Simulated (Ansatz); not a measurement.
# AlH5Si: rigid scan of one bond length in Python

How does the energy of AlH5Si change as one bond is stretched? Aim: a rigid scan of one bond length, for AlH5Si, run from a script. SMILES: [AlH2][SiH3].

Computed with the Python package of Ansatz 0.2.0. Level of theory: r2SCAN0/def2-SVP.

### 1 Starting point

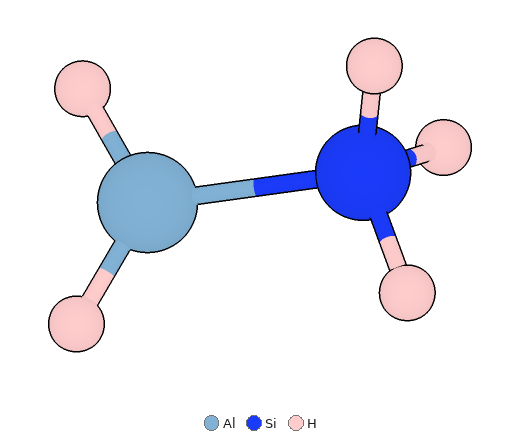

The structure that the script starts from, seen from a chosen angle (aluminium light blue, silicon blue, hydrogen pink).

No structure file is read: the coordinates are typed or built in the script.

### 2 Script

Input file scan_alh5si.py:

```python
import ansatz
import matplotlib.pyplot as plt
import numpy as np

GEOMETRY = """
Al   -0.29450   -1.33630    0.08980
Si    0.24810    0.98560   -0.06730
H     0.69110   -2.36150    0.57800
H    -1.73750   -1.75000   -0.34190
H     0.11570    1.43600   -1.47570
H    -0.63420    1.79700    0.79780
H     1.67250    1.16110    0.37370
"""

geometry = ansatz.Crystal.molecule()
for line in GEOMETRY.strip().splitlines():
    symbol, *xyz = line.split()
    geometry = geometry.atom(symbol, [float(v) for v in xyz])

symbols = [site.symbol for site in geometry.cartesian_sites]
start = np.array([site.position_ang for site in geometry.cartesian_sites])
axis = (start[5] - start[1]) / np.linalg.norm(start[5] - start[1])
moving = [5]
lengths, energies = [1.301, 1.36, 1.419, 1.478, 1.537, 1.597, 1.656, 1.744], []
for length in lengths:
    xyz = start.copy()
    xyz[moving] += (length - np.linalg.norm(start[5] - start[1])) * axis
    point = ansatz.Crystal.molecule()
    for symbol, xyz in zip(symbols, xyz):
        point = point.atom(symbol, xyz.tolist())
    calc = (
        point.calculation()
        .basis(gaussian="def2-SVP")
        .functional("r2scan0")
    )
    data = calc.run(threads=1, backend="cpu").report
    energies.append(data["free_energy_ev"])
    print(f"r = {length:6.3f} A  E = {energies[-1]:.5f} eV  <S^2> = {abs(data['mean_field']['state']['spin_squared']):.3f}")

fit = np.polynomial.Polynomial.fit(lengths, np.array(energies) - min(energies), 4).convert()
roots = [r.real for r in fit.deriv().roots() if abs(r.imag) < 1e-9 and fit.deriv(2)(r.real) > 0]
r_e = min(roots, key=lambda r: abs(r - lengths[int(np.argmin(energies))]))
print(f"minimum of the fit at {r_e:.4f} A, force constant {fit.deriv(2)(r_e):.2f} eV/A^2")
plt.figure(figsize=(4.5, 3))
plt.plot(lengths, np.array(energies) - min(energies), "o-")
plt.xlabel("bond length (A)")
plt.ylabel("E - E(min) (eV)")
plt.tight_layout()
plt.savefig("scan.png", dpi=100)
```

### 3 Launch

Started as:

```sh
$ python scan_alh5si.py
```

Without the output at hand: what should come out? Wanted: range of energy; lowest point, distance.

As calculated:

| quantity | value |
| --- | --- |
| bond length at the fit's minimum | 1.4921 Å |
| runs compared | 8 |
| range of energy | 0.438 eV |
| lowest point, distance (Å) | 1.48 |

The curve has its lowest point inside the range, at 1.48. The ends stand 0.438 and 0.4 eV above it. The distance scanned is the script's pair 1, 5. What to keep in mind:
- The rest of the molecule is held rigid at a force-field or estimated start geometry, and the basis set is modest; single-reference methods fail as a bond breaks.
- The orbitals are restricted, so S² is zero by construction.
